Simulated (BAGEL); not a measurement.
**CH3AlClFO (SMILES C[O][Al]([F])[Cl]): HF/STO-3G (density fitting with qzvpp-jkfit)**

What is the vertical ionisation energy of CH3AlClFO at HF/STO-3G (density fitting with qzvpp-jkfit)? 

The calculation is run with BAGEL 1.2.2.

1 further run of the same task is left out (set aside as unsound or not needed).

### 1 The structure to begin with

CH3AlClFO: 8 atoms, total charge 0, spin state singlet. As SMILES, `C[O][Al]([F])[Cl]`. Geometry: relaxed at PBE0-D4/def2-TZVP. This is one conformer, not always the lowest.

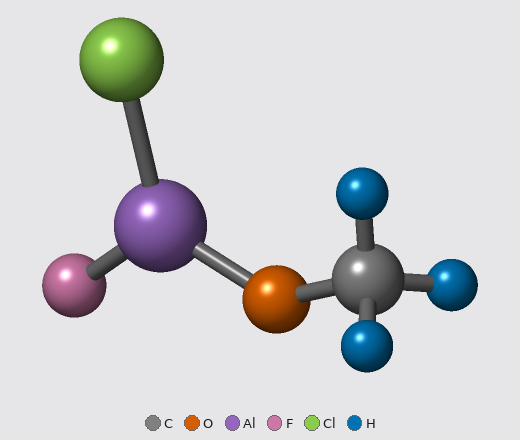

Viewed from a chosen angle; carbon grey, oxygen orange, aluminium purple, fluorine pink, chlorine green, hydrogen blue.

### 2 A single-point energy at HF/STO-3G (density fitting with qzvpp-jkfit)

input.json

```json
{ "bagel": [

{
  "title": "molecule",
  "basis": "sto-3g",
  "df_basis": "qzvpp-jkfit",
  "angstrom": true,
  "geometry": [
    { "atom": "C", "xyz": [   -0.623500,   -0.334400,    1.085600 ] },
    { "atom": "O", "xyz": [    0.309000,   -0.603600,    0.074200 ] },
    { "atom": "Al", "xyz": [    0.868700,    0.181400,   -1.280700 ] },
    { "atom": "F", "xyz": [    2.009500,   -0.538900,   -2.203500 ] },
    { "atom": "Cl", "xyz": [    0.159600,    2.052200,   -1.836800 ] },
    { "atom": "H", "xyz": [   -0.125400,   -0.347400,    2.059100 ] },
    { "atom": "H", "xyz": [   -1.398200,   -1.106400,    1.087900 ] },
    { "atom": "H", "xyz": [   -1.107500,    0.640200,    0.958300 ] }
  ]
},
{
  "title": "hf"
},
{
  "title": "print",
  "file": "orbitals.molden",
  "orbitals": true
}

]}
```

Started as:

```bash
$ BAGEL_NUM_THREADS=1 BAGEL input.json > input.out
```

Log:

```text
* using 1 threads per process

  ===============================================================
  ===============================================================

  *** Geometry ***

  { "atom" : "C", "xyz" : [     -1.178244,     -0.631924,      2.051487 ] },
  { "atom" : "O", "xyz" : [      0.583925,     -1.140639,      0.140218 ] },
  { "atom" : "Al", "xyz" : [      1.641605,      0.342796,     -2.420172 ] },
  { "atom" : "F", "xyz" : [      3.797405,     -1.018373,     -4.164012 ] },
  { "atom" : "Cl", "xyz" : [      0.301600,      3.878096,     -3.471049 ] },
  { "atom" : "H", "xyz" : [     -0.236972,     -0.656491,      3.891135 ] },
  { "atom" : "H", "xyz" : [     -2.642215,     -2.090793,      2.055833 ] },
  { "atom" : "H", "xyz" : [     -2.092872,      1.209803,      1.810925 ] },

  Number of auxiliary basis functions:      539

  Since a DF basis is specified, we compute 2- and 3-index integrals:
    o Being stored without compression. Storage requirement is 0.006 GB

  Number of basis functions:       36
  Number of electrons      :       56

    * METHOD: MOLECULE                             0.19

  *** RHF ***

  === Nuclear Repulsion ===
   272.9131686643

      * DIIS with orbital gradients will be used.

  === RHF iteration (sto-3g) ===
      0       -904.68546636          0.01603482           0.04
      1       -904.79989918          0.00403125           0.04
      2       -904.80643628          0.00081752           0.04
      3       -904.80684021          0.00019594           0.04
      4       -904.80687172          0.00006078           0.04
      5       -904.80687507          0.00001151           0.04
      6       -904.80687521          0.00000284           0.04
      7       -904.80687522          0.00000078           0.04
      8       -904.80687522          0.00000016           0.04
      9       -904.80687522          0.00000005           0.04
     10       -904.80687522          0.00000002           0.04
     11       -904.80687522          0.00000001           0.04
    * SCF iteration converged.

    * Permanent dipole moment:
           (    0.011575,     0.625734,    -0.514311) a.u.

    * METHOD: HF                                   0.61

    * METHOD: PRINT                                0.00

  ===============================================================
```

Wall time 0.96 s (1 thread of Arm Neoverse V2, shared host); peak memory 0.084 GiB.

### 3 The doublet cation at the same level

calc.json

```json
{ "bagel": [

{
  "title": "molecule",
  "basis": "sto-3g",
  "df_basis": "qzvpp-jkfit",
  "angstrom": true,
  "geometry": [
    { "atom": "C", "xyz": [   -0.623500,   -0.334400,    1.085600 ] },
    { "atom": "O", "xyz": [    0.309000,   -0.603600,    0.074200 ] },
    { "atom": "Al", "xyz": [    0.868700,    0.181400,   -1.280700 ] },
    { "atom": "F", "xyz": [    2.009500,   -0.538900,   -2.203500 ] },
    { "atom": "Cl", "xyz": [    0.159600,    2.052200,   -1.836800 ] },
    { "atom": "H", "xyz": [   -0.125400,   -0.347400,    2.059100 ] },
    { "atom": "H", "xyz": [   -1.398200,   -1.106400,    1.087900 ] },
    { "atom": "H", "xyz": [   -1.107500,    0.640200,    0.958300 ] }
  ]
},
{ "title": "uhf", "charge": 1, "nopen": 1 },
{ "title": "print", "file": "orbitals.molden", "orbitals": true }

]}
```

Started as:

```bash
$ BAGEL_NUM_THREADS=1 BAGEL calc.json > calc.out
```

Log:

```text
* using 1 threads per process

  ===============================================================
  ===============================================================

  *** Geometry ***

  { "atom" : "C", "xyz" : [     -1.178244,     -0.631924,      2.051487 ] },
  { "atom" : "O", "xyz" : [      0.583925,     -1.140639,      0.140218 ] },
  { "atom" : "Al", "xyz" : [      1.641605,      0.342796,     -2.420172 ] },
  { "atom" : "F", "xyz" : [      3.797405,     -1.018373,     -4.164012 ] },
  { "atom" : "Cl", "xyz" : [      0.301600,      3.878096,     -3.471049 ] },
  { "atom" : "H", "xyz" : [     -0.236972,     -0.656491,      3.891135 ] },
  { "atom" : "H", "xyz" : [     -2.642215,     -2.090793,      2.055833 ] },
  { "atom" : "H", "xyz" : [     -2.092872,      1.209803,      1.810925 ] },

  Number of auxiliary basis functions:      539

  Since a DF basis is specified, we compute 2- and 3-index integrals:
    o Being stored without compression. Storage requirement is 0.006 GB

  Number of basis functions:       36
  Number of electrons      :       56

    * METHOD: MOLECULE                             0.23

  *** Open-shell HF ***

  === Nuclear Repulsion ===
   272.9131686643

      * DIIS with orbital gradients will be used.

  === UHF iteration (sto-3g) ===
      0       -904.38180234          0.03355023           0.06
      1       -904.54744121          0.01092238           0.06
      2       -904.56607674          0.00448161           0.07
      3       -904.56986653          0.00218449           0.08
      4       -904.57143158          0.00027411           0.08
      5       -904.57146338          0.00008574           0.08
      6       -904.57146874          0.00001726           0.08
      7       -904.57147029          0.00000571           0.08
      8       -904.57147073          0.00000236           0.08
      9       -904.57147084          0.00000120           0.08
     10       -904.57147085          0.00000078           0.08
     11       -904.57147086          0.00000071           0.08
     12       -904.57147086          0.00000069           0.08
     13       -904.57147086          0.00000057           0.08
     14       -904.57147086          0.00000030           0.07
     15       -904.57147086          0.00000014           0.06
     16       -904.57147086          0.00000009           0.06
     17       -904.57147086          0.00000004           0.08
     18       -904.57147086          0.00000001           0.08
     19       -904.57147086          0.00000000           0.08
    * SCF iteration converged.

    * S^2 (UHF) is 0.7564

    * Permanent dipole moment:
           (    0.712592,     1.812213,    -2.373658) a.u.

    * METHOD: UHF                                  1.62

    * METHOD: PRINT                                0.00

  ===============================================================
```

Run time: 2 s. Hardware: 1 thread of Arm Neoverse V2, shared host; peak memory 0.084 GiB.

### 4 What came out

At HF/STO-3G (density fitting with qzvpp-jkfit):

| quantity | value |
| --- | --- |
| singlet CH3AlClFO: total energy | -904.80688 Eh |
| singlet CH3AlClFO: dipole moment | 2.06 D |
| singlet CH3AlClFO: HOMO energy | -9.15 eV |
| singlet CH3AlClFO: LUMO energy | 8.87 eV |
| singlet CH3AlClFO: HOMO–LUMO gap | 18.02 eV |
| doublet cation: total energy | -904.57147 Eh |
| doublet cation: ⟨S²⟩ | 0.756 |
| vertical ionisation energy (to the doublet cation) | 6.406 eV |

In words: Removing an electron at fixed nuclei costs 6.41 eV (148 kcal/mol). The negative HOMO energy of the first species, 9.15 eV, lies 2.74 eV above that difference. In a minimal basis such a difference can be off by several eV, whatever the method.
